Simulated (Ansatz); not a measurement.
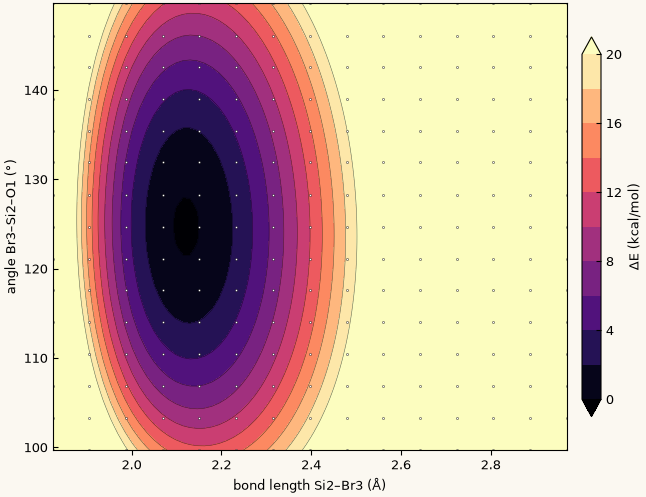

BrH₂OSi, SMILES O[SiH+]Br, charge +1. The first coordinate is: bond length Si2–Br3; the second: angle Br3–Si2–O1. Nothing is relaxed (all other coordinates rigid). Grid: 15 × 15 points. Energies are in kcal/mol, from the lowest grid point. The calculation used RKS PBE-D4/def2-TZVP (Ansatz 0.2.0).

In the figure: filled contours, dots at the grid points, one colour for all values above the top of the scale. Between grid points the surface is interpolated.

Q: Where is the minimum, and how stiff is the well along each coordinate?

A: The interpolated minimum is at bond length Si2–Br3 ≈ 2.121 Å, angle Br3–Si2–O1 ≈ 124.7°. The curvatures there are about 20 eV/Å² and 5.2 eV/rad², with a cross term of about 0.3 eV/(Å·rad). Round the minimum the two coordinates are nearly uncoupled. (1 eV is 23.1 kcal/mol.)
